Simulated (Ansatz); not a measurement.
## Geometry relaxation, with input and output: CH$_{3}$OSi (charge +1)

System: CH$_{3}$OSi, charge +1.
Method: UKS B3LYP/6-31G (Ansatz 0.2.0).

It belongs to a series of runs on one base structure; here: start relaxed. Figures and captions count atoms from 1; the log counts them from 0 in places.

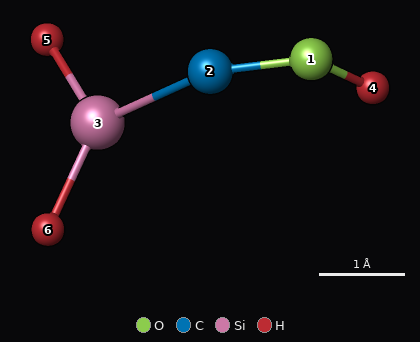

**Figure 1.** The input geometry (ball-and-stick view, seen at a tilt; atoms are numbered from 1 in the order of the input).

## The input
```yaml
crystal:
  periodic: [false, false, false]
  atoms:
    - { symbol: O, position_ang: [1.13314, 1.19878, -0.81825] }
    - { symbol: C, position_ang: [0.23779, 0.74918, -0.1046] }
    - { symbol: Si, position_ang: [-0.73273, -0.62045, 0.54963] }
    - { symbol: H, position_ang: [1.70268, 0.62212, -1.39534] }
    - { symbol: H, position_ang: [-2.01836, -0.83716, -0.07942] }
    - { symbol: H, position_ang: [-0.32252, -1.11248, 1.84796] }
total_charge: 1
magnetization:
  spin_polarized: true
basis:
  gaussian: { orbitals: "6-31G" }
hamiltonian:
  xc: b3lyp
relax:
  f_tol: 0.02
  max_steps: 40
```

Launch command:
```bash
ansatz run input.yaml --threads 1 --pin off --max-ram 2048MiB --backend cpu --events-out ev --progress --plain --runs-dir out
```

## The program's output
```
The last accepted step is kept in [file] (removed where the run ends without a failure and the disk answers)
Engine: ansatz 0.2.0, aarch64-unknown-linux-gnu
Functional definition: B3LYP
  parameter a0 = 0.2
  parameter ax = 0.72
  parameter ac = 0.81
  exchange = (1 - a0 - ax)*slater_x + ax*b88_x + a0*exact_x
  correlation = (1 - ac)*vwn_rpa_c + ac*lyp_c
479 factors; integrals over basis functions are off by at most 1.6e-4 eV
mean field evaluation 1: about -10985.2090 eV, gradient 5.1e1 eV
mean field evaluation 2: about -10934.0605 eV, gradient 1.1e2 eV
mean field evaluation 4: about -10995.7154 eV, gradient 1.7e1 eV
mean field evaluation 8: about -10997.1093 eV, gradient 6.2e-2 eV
mean field evaluation 16: about -10996.9302 eV, gradient 1.3e0 eV
mean field -10997.10929749 eV, -404.1363125744 hartree, gradient 1.2e-5 eV, S^2 0.000000; 2 other end points of the search recorded, 0 dependent functions left out
the calculation of the forces begins
reference -10997.10949884 eV, -404.1363199739 hartree; 15, 15 occupied and 22, 22 virtual orbitals, 479 factors
relax step   1: F+E_penalty+E_count = -10997.10929749 eV  Δ(F+E_penalty+E_count) = +0.000e0 eV  max|allowed force component| = 1.837e0 eV/Å  Δτ_max = 0.0000 Å  (48 SCF iters, accepted)
these checks for a lower state are left out or cut short: starts, cluster_reference, orbital_swaps, neighbouring_geometries, increment
479 factors; integrals over basis functions are off by at most 1.7e-4 eV
mean field -10997.25876306 eV, -404.1418053327 hartree, gradient 2.1e-5 eV, S^2 0.000000; 0 other end points of the search recorded, 0 dependent functions left out
[... from here on the field's lines of each further geometry are left out, up to the last ...]
relax step   2: F+E_penalty+E_count = -10997.25876306 eV  Δ(F+E_penalty+E_count) = -1.495e-1 eV  max|allowed force component| = 5.282e-1 eV/Å  Δτ_max = 0.1184 Å  (32 SCF iters, accepted)
relax step   3: F+E_penalty+E_count = -10997.28426195 eV  Δ(F+E_penalty+E_count) = -2.550e-2 eV  max|allowed force component| = 3.472e-1 eV/Å  Δτ_max = 0.0626 Å  (32 SCF iters, accepted)
relax step   4: F+E_penalty+E_count = -10997.31699338 eV  Δ(F+E_penalty+E_count) = -3.273e-2 eV  max|allowed force component| = 4.061e-1 eV/Å  Δτ_max = 0.1015 Å  (33 SCF iters, accepted)
relax step   5: F+E_penalty+E_count = -10997.21614731 eV  Δ(F+E_penalty+E_count) = +1.008e-1 eV  max|allowed force component| = 1.653e0 eV/Å  Δτ_max = 0.1452 Å  (39 SCF iters, rejected (line search))
relax step   6: F+E_penalty+E_count = -10997.33780619 eV  Δ(F+E_penalty+E_count) = -2.081e-2 eV  max|allowed force component| = 1.935e-1 eV/Å  Δτ_max = 0.0726 Å  (32 SCF iters, accepted)
relax step   7: F+E_penalty+E_count = -10997.35692847 eV  Δ(F+E_penalty+E_count) = -1.912e-2 eV  max|allowed force component| = 2.063e-1 eV/Å  Δτ_max = 0.0977 Å  (32 SCF iters, accepted)
relax step   8: F+E_penalty+E_count = -10997.36199402 eV  Δ(F+E_penalty+E_count) = -5.066e-3 eV  max|allowed force component| = 7.288e-1 eV/Å  Δτ_max = 0.1464 Å  (37 SCF iters, accepted)
relax step   9: F+E_penalty+E_count = -10997.37603701 eV  Δ(F+E_penalty+E_count) = -1.404e-2 eV  max|allowed force component| = 6.826e-1 eV/Å  Δτ_max = 0.0573 Å  (34 SCF iters, accepted)
relax step  10: F+E_penalty+E_count = -10997.39199173 eV  Δ(F+E_penalty+E_count) = -1.595e-2 eV  max|allowed force component| = 2.036e-1 eV/Å  Δτ_max = 0.0326 Å  (34 SCF iters, accepted)
relax step  11: F+E_penalty+E_count = -10997.39280653 eV  Δ(F+E_penalty+E_count) = -8.148e-4 eV  max|allowed force component| = 1.039e-1 eV/Å  Δτ_max = 0.0475 Å  (32 SCF iters, accepted)
relax step  12: F+E_penalty+E_count = -10997.39473185 eV  Δ(F+E_penalty+E_count) = -1.925e-3 eV  max|allowed force component| = 2.221e-2 eV/Å  Δτ_max = 0.0187 Å  (34 SCF iters, accepted)
the calculation of the forces begins
reference -10997.39497538 eV, -404.1468110432 hartree; 15, 15 occupied and 22, 22 virtual orbitals, 479 factors
relax step  13: F+E_penalty+E_count = -10997.39477872 eV  Δ(F+E_penalty+E_count) = -4.687e-5 eV  max|allowed force component| = 1.001e-2 eV/Å  Δτ_max = 0.0026 Å  (26 SCF iters, accepted)
479 factors; integrals over basis functions are off by at most 1.7e-4 eV
mean field evaluation 128: about -10997.3948 eV, gradient 1.7e-4 eV
```

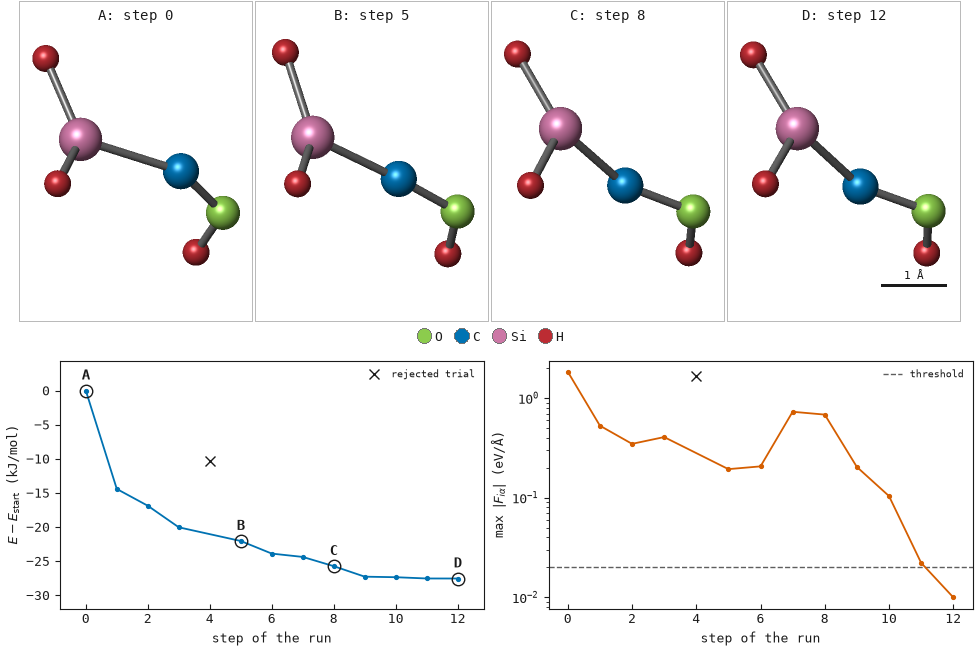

**Figure 2.** Frames of the relaxation (ball-and-stick view, seen at a tilt) above the curves, on which the letters mark them (the first geometry is step 0 here and step 1 in the log).

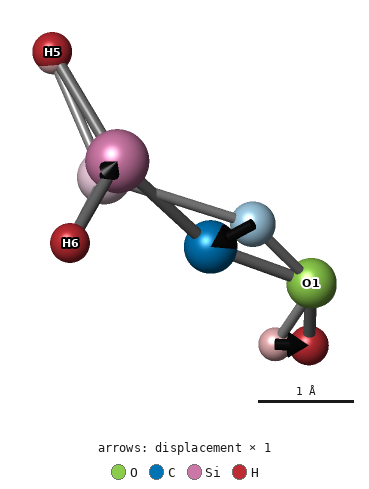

**Figure 3.** Start (faint) and end (solid) with the displacements as black arrows, at true length (ball-and-stick view, seen at a tilt). The two geometries are laid on each other by the best rigid fit. After 12 geometry steps the energy has fallen by 27.5 kJ/mol. Largest force component: 1.8 eV/Å at the start, 0.01 eV/Å at the end. The line search rejected the trial step at point 4 (counted from 0) and went back. The atom that moves furthest after the best rigid fit is C2 (0.55 Å). Largest moves by element: C 0.55 Å, H 0.36 Å, Si 0.28 Å, O 0.06 Å. Among the contacts that change: C2–Si3 1.802 → 1.760 Å, Si3–H5 1.448 → 1.483 Å, O1–C2 1.230 → 1.257 Å. Among the angles that change: O1–C2–Si3 151.7° → 156.2°, C2–Si3–H5 115.7° → 112.0°, C2–O1–H4 122.8° → 120.6°. (Atoms are counted from 1 in the order of the input.)

```
mean field -10997.39477872 eV, -404.1468038162 hartree, gradient 1.6e-5 eV, S^2 0.000000; 2 other end points of the search recorded, 0 dependent functions left out
the calculation of the forces begins
reference -10997.39497538 eV, -404.1468110432 hartree; 15, 15 occupied and 22, 22 virtual orbitals, 479 factors
Total energy: -10997.39497538 eV, -404.1468110432 hartree
Atom 0 at     1.091171     1.170209    -0.787048 Å, force     0.009480     0.000390    -0.009144 eV/Å
Atom 1 at     0.383137     0.253371    -0.299384 Å, force    -0.006243    -0.004479     0.007737 eV/Å
Atom 2 at    -0.882576    -0.441228     0.707948 Å, force     0.007638     0.005407    -0.005907 eV/Å
Atom 3 at     1.811641     0.959462    -1.445491 Å, force    -0.010005     0.000511     0.008254 eV/Å
Atom 4 at    -2.073512    -0.829996    -0.086053 Å, force    -0.000885    -0.001030    -0.000529 eV/Å
Atom 5 at    -0.329861    -1.111828     1.910008 Å, force     0.000015    -0.000798    -0.000412 eV/Å
Dipole moment:     0.146344    -0.179864    -0.153038 e Å
```

## Trajectory as extended XYZ (Å, eV, eV/Å), 13 frames, from step=1 to step=13
```
6
Properties=species:S:1:pos:R:3:forces:R:3 step=1 energy=-10997.10930
O     1.1331    1.1988   -0.8183    1.2703   1.1091  -0.9457
C     0.2378    0.7492   -0.1046   -1.6321  -1.8367   1.1672
Si   -0.7327   -0.6204    0.5496    0.6944   0.5303  -0.5345
H     1.7027    0.6221   -1.3953    0.1593   0.0858  -0.1320
H    -2.0184   -0.8372   -0.0794   -0.6779   0.1254  -0.2707
H    -0.3225   -1.1125    1.8480    0.1860  -0.0139   0.7156
6
Properties=species:S:1:pos:R:3:forces:R:3 step=2 energy=-10997.25876
O     1.1332    1.2098   -0.8141   -0.0476   0.1207   0.0429
C     0.2455    0.6538   -0.1212    0.1224  -0.5282  -0.1774
Si   -0.7004   -0.7260    0.5067   -0.0450   0.1748   0.0768
H     1.7472    0.7102   -1.4278   -0.0706   0.1242   0.0894
H    -2.0737   -0.7843   -0.0539   -0.0056   0.0603  -0.0421
H    -0.3518   -1.0636    1.9103    0.0465   0.0481   0.0104
6
Properties=species:S:1:pos:R:3:forces:R:3 step=3 energy=-10997.28426
O     1.1213    1.2068   -0.8115   -0.2384  -0.0878   0.2194
C     0.2500    0.5943   -0.1400    0.3472  -0.1973  -0.3232
Si   -0.7053   -0.7616    0.5058   -0.1126   0.2235   0.1223
H     1.7678    0.7540   -1.4280   -0.0991   0.0703   0.0715
H    -2.0878   -0.7539   -0.0521    0.0986  -0.0166   0.0022
H    -0.3459   -1.0396    1.9257    0.0044   0.0080  -0.0923
6
Properties=species:S:1:pos:R:3:forces:R:3 step=4 energy=-10997.31699
O     1.1265    1.1847   -0.8026    0.0541   0.4061  -0.0651
C     0.2837    0.5104   -0.1740    0.0616  -0.3623  -0.0667
Si   -0.7567   -0.6936    0.5610    0.0021   0.0580   0.0105
H     1.7943    0.8324   -1.4611   -0.1602  -0.1665   0.1639
H    -2.0967   -0.7758   -0.0603   -0.0188   0.0451  -0.0527
H    -0.3511   -1.0580    1.9370    0.0613   0.0197   0.0101
6
Properties=species:S:1:pos:R:3:forces:R:3 step=5 energy=-10997.21615 accepted=F
O     1.0192    1.1956   -0.8959    1.6531  -0.2124   0.0477
C     0.2790    0.4550   -0.2113   -0.1646  -0.0940  -0.3991
Si   -0.7851   -0.6544    0.5919    0.0012  -0.0729   0.2886
H     1.8850    0.8340   -1.3477   -1.4045   0.3959   0.1602
H    -2.1103   -0.7417   -0.0566    0.0238  -0.1453  -0.1076
H    -0.2877   -1.0886    1.9196   -0.1090   0.1287   0.0103
6
Properties=species:S:1:pos:R:3:forces:R:3 step=6 energy=-10997.33781
O     1.1044    1.1842   -0.7973    0.0925   0.1676  -0.0525
C     0.2948    0.4425   -0.1969    0.1808  -0.0796  -0.1585
Si   -0.7838   -0.6699    0.5893   -0.0632   0.0512   0.0585
H     1.7962    0.8535   -1.4457   -0.1935  -0.0708   0.1513
H    -2.0953   -0.7594   -0.0904    0.0034  -0.0388   0.0149
H    -0.3163   -1.0510    1.9410   -0.0199  -0.0296  -0.0137
6
Properties=species:S:1:pos:R:3:forces:R:3 step=7 energy=-10997.35693
O     1.1029    1.1886   -0.7843   -0.0706  -0.1931  -0.0270
C     0.3296    0.3680   -0.2257    0.1248   0.0402  -0.1320
Si   -0.8299   -0.6001    0.6400    0.0740   0.2063  -0.0270
H     1.7878    0.8826   -1.4531   -0.1225   0.0500   0.1730
H    -2.0929   -0.7744   -0.1217    0.0883  -0.0511   0.1089
H    -0.2976   -1.0648    1.9449   -0.0940  -0.0524  -0.0959
6
Properties=species:S:1:pos:R:3:forces:R:3 step=8 energy=-10997.36199
O     1.0650    1.1950   -0.8162    0.2006  -0.7288   0.1111
C     0.3532    0.2948   -0.2781    0.2806   0.3881  -0.2264
Si   -0.8771   -0.4781    0.7057   -0.0400  -0.0554  -0.0205
H     1.8286    0.9087   -1.4187   -0.4841   0.2732   0.1813
H    -2.0855   -0.8037   -0.1231    0.2611  -0.0341   0.2427
H    -0.2842   -1.1167    1.9304   -0.2182   0.1569  -0.2882
6
Properties=species:S:1:pos:R:3:forces:R:3 step=9 energy=-10997.37604
O     1.0987    1.1809   -0.7721   -0.0511  -0.6826  -0.1891
C     0.3674    0.2710   -0.2756    0.5743   0.6085  -0.4301
Si   -0.8850   -0.4543    0.7047   -0.1908  -0.2211   0.1527
H     1.8028    0.9339   -1.4604   -0.3832   0.1675   0.4661
H    -2.0815   -0.8268   -0.1175    0.2088   0.0600   0.2029
H    -0.3024   -1.1048    1.9207   -0.1580   0.0678  -0.2025
6
Properties=species:S:1:pos:R:3:forces:R:3 step=10 energy=-10997.39199
O     1.0920    1.1659   -0.7874    0.1963   0.2036  -0.1480
C     0.3700    0.2737   -0.2871   -0.0141  -0.1815  -0.0011
Si   -0.8892   -0.4308    0.7146   -0.0158  -0.0352   0.0029
H     1.8135    0.9458   -1.4477   -0.1341  -0.0110   0.1145
H    -2.0643   -0.8373   -0.0919   -0.0333   0.0153  -0.0024
H    -0.3220   -1.1173    1.8995    0.0009   0.0089   0.0341
6
Properties=species:S:1:pos:R:3:forces:R:3 step=11 energy=-10997.39281
O     1.0870    1.1720   -0.7909   -0.0703  -0.0964   0.1039
C     0.3965    0.2380   -0.3039   -0.0452   0.0953  -0.0277
Si   -0.8757   -0.4550    0.6988    0.0274   0.0375   0.0300
H     1.8130    0.9726   -1.4429    0.0571  -0.0099  -0.0666
H    -2.0846   -0.8221   -0.0799    0.0385  -0.0203  -0.0116
H    -0.3362   -1.1054    1.9188   -0.0075  -0.0063  -0.0280
6
Properties=species:S:1:pos:R:3:forces:R:3 step=12 energy=-10997.39473
O     1.0907    1.1697   -0.7877   -0.0055  -0.0181   0.0071
C     0.3838    0.2512   -0.3001    0.0158   0.0222  -0.0099
Si   -0.8827   -0.4416    0.7081    0.0132   0.0139  -0.0104
H     1.8128    0.9618   -1.4455   -0.0196  -0.0077   0.0120
H    -2.0738   -0.8295   -0.0851   -0.0074  -0.0051  -0.0059
H    -0.3308   -1.1115    1.9103    0.0036  -0.0052   0.0071
6
Properties=species:S:1:pos:R:3:forces:R:3 step=13 energy=-10997.39478
O     1.0912    1.1702   -0.7870    0.0095   0.0004  -0.0091
C     0.3831    0.2534   -0.2994   -0.0062  -0.0045   0.0077
Si   -0.8826   -0.4412    0.7079    0.0076   0.0054  -0.0059
H     1.8116    0.9595   -1.4455   -0.0100   0.0005   0.0083
H    -2.0735   -0.8300   -0.0861   -0.0009  -0.0010  -0.0005
H    -0.3299   -1.1118    1.9100    0.0000  -0.0008  -0.0004
```

## Summary

```json
{"quantity": "outcome", "value": "converged"}
{"quantity": "total energy", "value": "−10997.3950 eV"}
{"quantity": "mean-field energy", "value": "−10997.3950 eV"}
{"quantity": "largest force (length of the vector) at the end", "value": "0.013 eV/Å"}
{"quantity": "hardware", "value": "1 thread of Arm Neoverse V1, 24 GiB of memory available, shared host"}
{"quantity": "wall time", "value": "27 s"}
{"quantity": "peak memory", "value": "0.12 GiB"}
```
